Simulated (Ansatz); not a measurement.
# Cl3H2Sn with multiplicity 2: two geometries relaxed

Aim: relax the geometries before and after the reaction (atom abstraction by a radical), and see whether they are two minima and how far apart in energy. Meant to form: H2–H6; to break: Sn1–H2. The start is a guess near the saddle point, from which both ends are pulled out.

Method: UKS PBE/def2-SVP, in Ansatz 0.2.0.

## Step 1: The starting structure

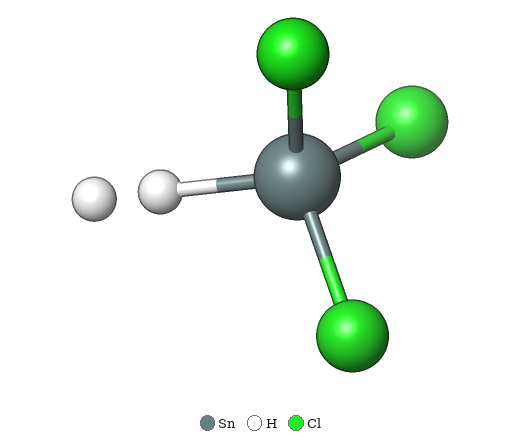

Start, viewed from a chosen angle; tin teal, hydrogen white, chlorine green.

Structure file:

```xyz
6

Sn    0.0000    0.0000    0.0000
H     0.0000    0.0000    1.9900
Cl    2.2726    0.0000   -0.8025
Cl   -1.1351    1.9666   -0.8025
Cl   -1.1351   -1.9666   -0.8025
H     0.0000    0.0000    2.9500
```

## Step 2: Pulling towards end A

Springs on the bonds that form and break draw the guess towards this end; the thresholds are loose.

Input file input.yaml:

```yaml
crystal:
  periodic: [false, false, false]
  atoms:
    - { symbol: Sn, position_ang: [0.0, 0.0, 0.0] }
    - { symbol: H, position_ang: [0.0, 0.0, 1.99] }
    - { symbol: Cl, position_ang: [2.2726, 0.0, -0.8025] }
    - { symbol: Cl, position_ang: [-1.1351, 1.9666, -0.8025] }
    - { symbol: Cl, position_ang: [-1.1351, -1.9666, -0.8025] }
    - { symbol: H, position_ang: [0.0, 0.0, 2.95] }
magnetization:
  spin_polarized: true
  initial_magnetization: 1
basis:
  gaussian: { orbitals: def2-SVP }
hamiltonian:
  xc: pbe
relax:
  f_tol: 0.15
  max_steps: 25
  restrain:
    - { distance: [1, 5], at: 1.86, k: 30.0 }
    - { distance: [0, 1], at: 1.74, k: 30.0 }
```

Launch:

```
$ ansatz run input.yaml --threads 2 --pin off --max-ram 3072MiB --backend cpu --events-out ev --progress --plain --runs-dir out
```

The log of the run, cut to the lines that bear on the results:

```text
Warning: RAYON_NUM_THREADS=2 ignored (pool sized by the plan → 2); use --threads N
[...]
Functional definition: PBE
[...]
992 factors; their error is unknown
[...]
mean field -43406.30810317 eV, -1595.1524009391 hartree, gradient 1.4e-5 eV, S^2 0.753674; 3 other end points of the search recorded, 0 dependent functions left out
[...]
reference -43406.30813921 eV, -1595.1524022634 hartree; 38, 37 occupied and 52, 53 virtual orbitals, 992 factors
relax step   1: F+E_penalty+E_count = -43406.30810317 eV  Δ(F+E_penalty+E_count) = +0.000e0 eV  max|allowed force component| = 2.983e0 eV/Å  E_restraint = 13.08750000 eV  max|allowed force component, restraints' pulls added| = 3.152e1 eV/Å  Δτ_max = 0.0000 Å  (79 SCF iters, accepted)
[...]
relax step   4: F+E_penalty+E_count = -43405.21231260 eV  Δ(F+E_penalty+E_count) = -9.916e-3 eV  max|allowed force component| = 1.872e-1 eV/Å  E_restraint = 0.00001700 eV  max|allowed force component, restraints' pulls added| = 1.648e-1 eV/Å  Δτ_max = 0.1984 Å  (32 SCF iters, accepted)
[...]
relax step   5: F+E_penalty+E_count = -43405.21539551 eV  Δ(F+E_penalty+E_count) = -3.083e-3 eV  max|allowed force component| = 1.249e-1 eV/Å  E_restraint = 0.00027987 eV  max|allowed force component, restraints' pulls added| = 1.133e-1 eV/Å  Δτ_max = 0.0488 Å  (26 SCF iters, accepted)
  distance H 1 - H 5 = 1.8564 Å
  distance Sn 0 - H 1 = 1.7376 Å
992 factors; their error is unknown
[...]
mean field -43405.21539551 eV, -1595.1122446731 hartree, gradient 7.6e-5 eV, S^2 0.751759; 1 other end points of the search recorded, 0 dependent functions left out
[...]
reference -43405.21543767 eV, -1595.1122462225 hartree; 38, 37 occupied and 52, 53 virtual orbitals, 992 factors
Total energy: -43405.21543767 eV, -1595.1122462225 hartree
Atom 0 at     0.000180     0.000000    -0.027632 Å, force     0.000530     0.000000    -0.041707 eV/Å
Atom 1 at     0.000007     0.000000     1.709981 Å, force    -0.000179     0.000000     0.124914 eV/Å
Atom 2 at     2.181639    -0.000000    -0.905411 Å, force     0.074245    -0.000000     0.010023 eV/Å
Atom 3 at    -1.089679     1.889790    -0.905409 Å, force    -0.037303     0.062483     0.010014 eV/Å
Atom 4 at    -1.089679    -1.889790    -0.905409 Å, force    -0.037303    -0.062483     0.010014 eV/Å
Atom 5 at    -0.000068    -0.000000     3.566381 Å, force     0.000011    -0.000000    -0.113258 eV/Å
Dipole moment:    -0.000448     0.000000     0.500421 e Å
```

Wall time 9.3 s (2 threads of Intel Xeon 6975P-C (Granite Rapids), shared host); peak memory 0.21 GiB.

Relaxation path:

| step | energy from step 1 (eV) | largest force component (eV/Å) |
| --- | --- | --- |
| 1 | 0.0000 | 2.9830 |
| 2 | 0.8748 | 1.6778 |
| 3 | 1.1057 | 0.9440 |
| 4 | 1.0958 | 0.1872 |
| 5 | 1.0927 | 0.1249 |

Step 1 is the start. Energies and forces in the table leave out the springs, which the log lists apart; the run stops on the force with the springs' pull added.

After: Bond lengths: Sn1–H2 1.738 Å, Sn1–Cl3 2.351 Å, Sn1–Cl4 2.352 Å, Sn1–Cl5 2.352 Å. Angles: H2–Sn1–Cl3 111.9°, H2–Sn1–Cl4 111.9°, H2–Sn1–Cl5 111.9°, Cl3–Sn1–Cl4 106.9°, Cl3–Sn1–Cl5 106.9°, Cl4–Sn1–Cl5 107.0°.

## Step 3: Relaxing end A

It starts where the restrained run ended.

Input file input.yaml:

```yaml
crystal:
  periodic: [false, false, false]
  atoms:
    - { symbol: Sn, position_ang: [0.00018, 0.0, -0.027632] }
    - { symbol: H, position_ang: [7.0e-06, 0.0, 1.709981] }
    - { symbol: Cl, position_ang: [2.181639, 0.0, -0.905411] }
    - { symbol: Cl, position_ang: [-1.089679, 1.88979, -0.905409] }
    - { symbol: Cl, position_ang: [-1.089679, -1.88979, -0.905409] }
    - { symbol: H, position_ang: [-6.8e-05, 0.0, 3.566381] }
magnetization:
  spin_polarized: true
  initial_magnetization: 1
basis:
  gaussian: { orbitals: def2-SVP }
hamiltonian:
  xc: pbe
relax:
  f_tol: 0.03
  max_steps: 50
output:
  orbitals: {}
```

Launch:

```
$ ansatz run input.yaml --threads 2 --pin off --max-ram 3072MiB --backend cpu --events-out ev --progress --plain --runs-dir out
```

The log of the run, cut to the lines that bear on the results:

```text
Warning: RAYON_NUM_THREADS=2 ignored (pool sized by the plan → 2); use --threads N
[...]
[... 1 set-up line as earlier in the session ...]
[...]
992 factors; their error is unknown
[...]
mean field -43405.21539549 eV, -1595.1122446725 hartree, gradient 1.4e-5 eV, S^2 0.751759; 0 other end points of the search recorded, 0 dependent functions left out
[...]
reference -43405.21543765 eV, -1595.1122462218 hartree; 38, 37 occupied and 52, 53 virtual orbitals, 992 factors
relax step   1: F+E_penalty+E_count = -43405.21539549 eV  Δ(F+E_penalty+E_count) = +0.000e0 eV  max|allowed force component| = 1.249e-1 eV/Å  Δτ_max = 0.0000 Å  (29 SCF iters, accepted)
[...]
relax step   4: F+E_penalty+E_count = -43405.49224806 eV  Δ(F+E_penalty+E_count) = -2.130e-1 eV  max|allowed force component| = 1.736e0 eV/Å  Δτ_max = 0.1953 Å  (30 SCF iters, accepted)
[...]
992 factors; their error is unknown
[...]
mean field -43406.86640217 eV, -1595.1729180491 hartree, gradient 2.1e-5 eV, S^2 0.751716; 4 other end points of the search recorded, 0 dependent functions left out
[...]
reference -43406.86644021 eV, -1595.1729194468 hartree; 38, 37 occupied and 52, 53 virtual orbitals, 992 factors
Total energy: -43406.86644021 eV, -1595.1729194468 hartree
Atom 0 at     0.000267    -0.000001    -0.336772 Å, force    -0.001073    -0.000000     0.003187 eV/Å
Atom 1 at    -0.025807    -0.000003     2.829507 Å, force     0.001211     0.000000     0.003425 eV/Å
Atom 2 at     2.241642    -0.000000    -1.182946 Å, force     0.005193    -0.000000    -0.001262 eV/Å
Atom 3 at    -1.118527     1.940352    -1.187547 Å, force    -0.002297     0.003867    -0.001527 eV/Å
Atom 4 at    -1.118527    -1.940353    -1.187550 Å, force    -0.002297    -0.003867    -0.001527 eV/Å
Atom 5 at     0.023354     0.000004     3.597808 Å, force    -0.000738    -0.000000    -0.002296 eV/Å
Dipole moment:     0.000957    -0.000000     0.429015 e Å
```

Wall time 21 s (2 threads of Intel Xeon 6975P-C (Granite Rapids), shared host); peak memory 0.21 GiB.

Relaxation path:

| step | energy from step 1 (eV) | largest force component (eV/Å) |
| --- | --- | --- |
| 1 | 0.0000 | 0.1249 |
| 2 | -0.0076 | 0.1739 |
| 3 | -0.0638 | 0.6252 |
| 4 | -0.2769 | 1.7364 |
| 5 | -0.8785 | 3.0938 |
| 6 | -0.9500 | 6.9382 |
| 7 | -1.5031 | 0.3677 |
| 8 | -1.5375 | 1.0517 |
| 9 | -1.6063 | 1.3550 |
| 10 | -1.6419 | 0.5628 |
| 11 | -1.6491 | 0.0359 |
| 12 | -1.6502 | 0.0489 |
| 13 | -1.6507 | 0.0303 |
| 14 | -1.6510 | 0.0052 |

Step 1 is the start.

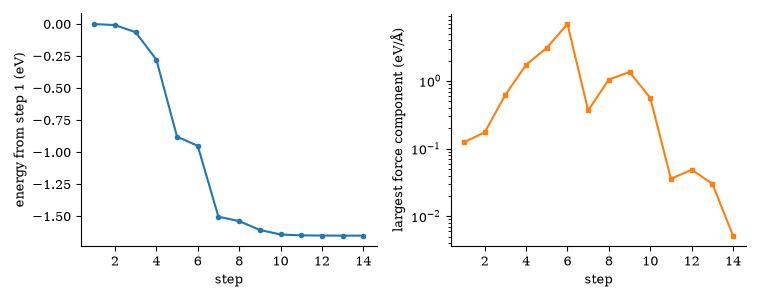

How energy and force went from step to step.

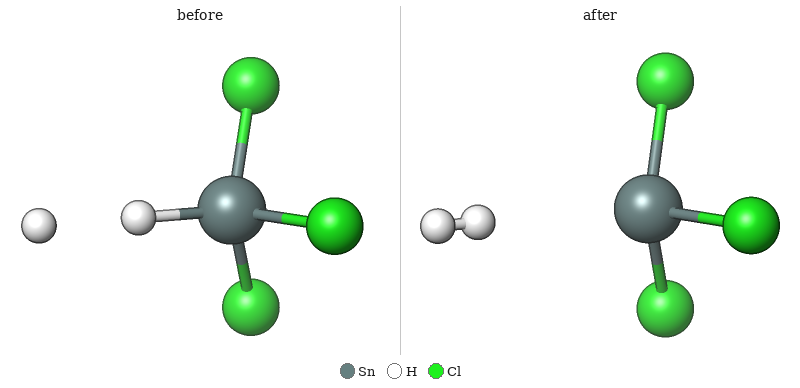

The structure before (left) and after (right), drawn at the same scale.

After: Bond lengths: Sn1–Cl3 2.396 Å, Sn1–Cl4 2.396 Å, Sn1–Cl5 2.396 Å. Angles: Cl3–Sn1–Cl4 108.1°, Cl3–Sn1–Cl5 108.1°, Cl4–Sn1–Cl5 108.2°.

Pairs that crossed the distance rule for bonds on the way: came closer H2–H6; moved apart Sn1–H2.

## Step 4: A restrained relaxation towards end B

Springs on the bonds that form and break draw the guess towards this end; the thresholds are loose.

Input file input.yaml:

```yaml
crystal:
  periodic: [false, false, false]
  atoms:
    - { symbol: Sn, position_ang: [0.0, 0.0, 0.0] }
    - { symbol: H, position_ang: [0.0, 0.0, 1.99] }
    - { symbol: Cl, position_ang: [2.2726, 0.0, -0.8025] }
    - { symbol: Cl, position_ang: [-1.1351, 1.9666, -0.8025] }
    - { symbol: Cl, position_ang: [-1.1351, -1.9666, -0.8025] }
    - { symbol: H, position_ang: [0.0, 0.0, 2.95] }
magnetization:
  spin_polarized: true
  initial_magnetization: 1
basis:
  gaussian: { orbitals: def2-SVP }
hamiltonian:
  xc: pbe
relax:
  f_tol: 0.15
  max_steps: 25
  restrain:
    - { distance: [1, 5], at: 0.66, k: 30.0 }
    - { distance: [0, 1], at: 2.94, k: 30.0 }
```

Launch:

```
$ ansatz run input.yaml --threads 2 --pin off --max-ram 3072MiB --backend cpu --events-out ev --progress --plain --runs-dir out
```

The log of the run, cut to the lines that bear on the results:

```text
Warning: RAYON_NUM_THREADS=2 ignored (pool sized by the plan → 2); use --threads N
[...]
[... 1 set-up line as earlier in the session ...]
[...]
992 factors; their error is unknown
[...]
mean field -43406.30810317 eV, -1595.1524009391 hartree, gradient 1.4e-5 eV, S^2 0.753674; 3 other end points of the search recorded, 0 dependent functions left out
[...]
reference -43406.30813921 eV, -1595.1524022634 hartree; 38, 37 occupied and 52, 53 virtual orbitals, 992 factors
relax step   1: F+E_penalty+E_count = -43406.30810317 eV  Δ(F+E_penalty+E_count) = +0.000e0 eV  max|allowed force component| = 2.983e0 eV/Å  E_restraint = 14.88750000 eV  max|allowed force component, restraints' pulls added| = 4.048e1 eV/Å  Δτ_max = 0.0000 Å  (79 SCF iters, accepted)
[...]
  distance H 1 - H 5 = 0.7228 Å
  distance Sn 0 - H 1 = 2.9419 Å
992 factors; their error is unknown
[...]
mean field -43406.82016199 eV, -1595.1712187538 hartree, gradient 5.0e-5 eV, S^2 0.751691; 6 other end points of the search recorded, 0 dependent functions left out
[...]
reference -43406.82019974 eV, -1595.1712201411 hartree; 38, 37 occupied and 52, 53 virtual orbitals, 992 factors
Total energy: -43406.82019974 eV, -1595.1712201411 hartree
Atom 0 at     0.000256     0.000000    -0.251448 Å, force    -0.000501     0.000000    -0.057120 eV/Å
Atom 1 at     0.000155     0.000000     2.690424 Å, force    -0.000532     0.000000    -1.830779 eV/Å
Atom 2 at     2.239498     0.000000    -1.105650 Å, force     0.004763    -0.000000     0.004355 eV/Å
Atom 3 at    -1.118935     1.938917    -1.107019 Å, force    -0.002135     0.004020     0.004528 eV/Å
Atom 4 at    -1.118935    -1.938917    -1.107019 Å, force    -0.002135    -0.004020     0.004528 eV/Å
Atom 5 at     0.000361    -0.000000     3.413211 Å, force     0.000540    -0.000000     1.874488 eV/Å
Dipole moment:    -0.000100    -0.000000     0.447871 e Å
```

It took 14 s on 2 threads of Intel Xeon 6975P-C (Granite Rapids), shared host; peak memory 0.22 GiB.

The steps of the relaxation:

| step | energy from step 1 (eV) | largest force component (eV/Å) |
| --- | --- | --- |
| 1 | 0.0000 | 2.9830 |
| 2 | -0.3543 | 1.4813 |
| 3 | -0.1147 | 4.4546 |
| 4 | -0.3745 | 1.8311 |
| 5 | -0.5010 | 1.9355 |
| 6 | -0.5121 | 1.8745 |

Step 1 is the start. Energies and forces in the table leave out the springs, which the log lists apart; the run stops on the force with the springs' pull added.

After: Bond lengths: Sn1–Cl3 2.397 Å, Sn1–Cl4 2.397 Å, Sn1–Cl5 2.397 Å, H2–H6 0.723 Å. Angles: Cl3–Sn1–Cl4 108.0°, Cl3–Sn1–Cl5 108.0°, Cl4–Sn1–Cl5 108.0°.

Pairs that crossed the distance rule for bonds on the way: came closer H2–H6; moved apart Sn1–H2.

## Step 5: Relaxing end B

It starts where the restrained run ended.

Input file input.yaml:

```yaml
crystal:
  periodic: [false, false, false]
  atoms:
    - { symbol: Sn, position_ang: [0.000256, 0.0, -0.251448] }
    - { symbol: H, position_ang: [0.000155, 0.0, 2.690424] }
    - { symbol: Cl, position_ang: [2.239498, 0.0, -1.10565] }
    - { symbol: Cl, position_ang: [-1.118935, 1.938917, -1.107019] }
    - { symbol: Cl, position_ang: [-1.118935, -1.938917, -1.107019] }
    - { symbol: H, position_ang: [0.000361, 0.0, 3.413211] }
magnetization:
  spin_polarized: true
  initial_magnetization: 1
basis:
  gaussian: { orbitals: def2-SVP }
hamiltonian:
  xc: pbe
relax:
  f_tol: 0.03
  max_steps: 50
```

Launch:

```
$ ansatz run input.yaml --threads 2 --pin off --max-ram 3072MiB --backend cpu --events-out ev --progress --plain --runs-dir out
```

The log of the run, cut to the lines that bear on the results:

```text
Warning: RAYON_NUM_THREADS=2 ignored (pool sized by the plan → 2); use --threads N
[...]
[... 1 set-up line as earlier in the session ...]
[...]
992 factors; their error is unknown
[...]
mean field -43406.82016177 eV, -1595.1712187456 hartree, gradient 3.4e-5 eV, S^2 0.751691; 5 other end points of the search recorded, 0 dependent functions left out
[...]
reference -43406.82019952 eV, -1595.1712201330 hartree; 38, 37 occupied and 52, 53 virtual orbitals, 992 factors
relax step   1: F+E_penalty+E_count = -43406.82016177 eV  Δ(F+E_penalty+E_count) = +0.000e0 eV  max|allowed force component| = 1.874e0 eV/Å  Δτ_max = 0.0000 Å  (190 SCF iters, accepted)
[...]
relax step   2: F+E_penalty+E_count = -43406.86613775 eV  Δ(F+E_penalty+E_count) = -4.598e-2 eV  max|allowed force component| = 9.236e-2 eV/Å  Δτ_max = 0.1946 Å  (29 SCF iters, accepted)
[...]
relax step   3: F+E_penalty+E_count = -43406.86642647 eV  Δ(F+E_penalty+E_count) = -2.887e-4 eV  max|allowed force component| = 2.299e-3 eV/Å  Δτ_max = 0.0084 Å  (26 SCF iters, accepted)
992 factors; their error is unknown
[...]
mean field -43406.86642647 eV, -1595.1729189418 hartree, gradient 1.5e-5 eV, S^2 0.751720; 6 other end points of the search recorded, 0 dependent functions left out
[...]
reference -43406.86646450 eV, -1595.1729203397 hartree; 38, 37 occupied and 52, 53 virtual orbitals, 992 factors
Total energy: -43406.86646450 eV, -1595.1729203397 hartree
Atom 0 at     0.000178     0.000000    -0.341879 Å, force    -0.000016     0.000000     0.002299 eV/Å
Atom 1 at     0.000113     0.000000     2.836027 Å, force     0.000002    -0.000000     0.000957 eV/Å
Atom 2 at     2.242211    -0.000000    -1.188278 Å, force    -0.002264    -0.000000    -0.000768 eV/Å
Atom 3 at    -1.120233     1.941443    -1.189585 Å, force     0.001136    -0.001975    -0.000778 eV/Å
Atom 4 at    -1.120233    -1.941443    -1.189585 Å, force     0.001136     0.001975    -0.000778 eV/Å
Atom 5 at     0.000365     0.000000     3.605798 Å, force     0.000006    -0.000000    -0.000933 eV/Å
Dipole moment:    -0.000196     0.000000     0.427403 e Å
```

It took 13 s on 2 threads of Intel Xeon 6975P-C (Granite Rapids), shared host; peak memory 0.22 GiB.

Step by step:

| step | energy from step 1 (eV) | largest force component (eV/Å) |
| --- | --- | --- |
| 1 | 0.0000 | 1.8745 |
| 2 | -0.0460 | 0.0924 |
| 3 | -0.0463 | 0.0023 |

Step 1 is the start.

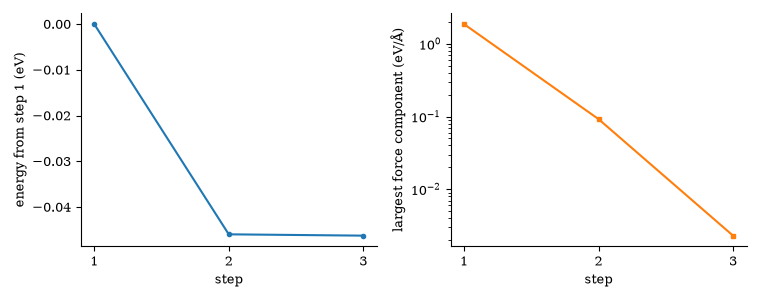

Energy and largest force along the relaxation.

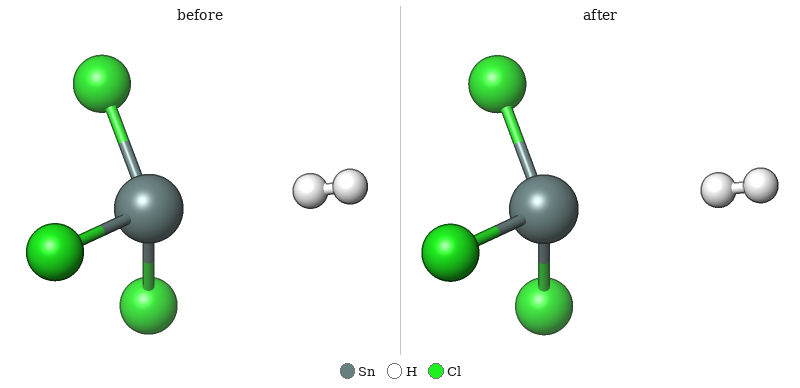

Before and after, at one scale.

After: Bond lengths: Sn1–Cl3 2.396 Å, Sn1–Cl4 2.396 Å, Sn1–Cl5 2.396 Å. Angles: Cl3–Sn1–Cl4 108.2°, Cl3–Sn1–Cl5 108.2°, Cl4–Sn1–Cl5 108.2°.

## Step 6: Outcome

```
                           quantity                     value
                              end A  13 moves, 1.651 eV lower
                              end B   2 moves, 0.046 eV lower
largest difference between the ends                    0.03 Å
            end B relative to end A                 -0.000 eV
```

What this shows: Both starts fell into the same minimum (no atom differs by more than 0.03 Å), so from this start no second minimum was found and no band was run; another arrangement could still be one.
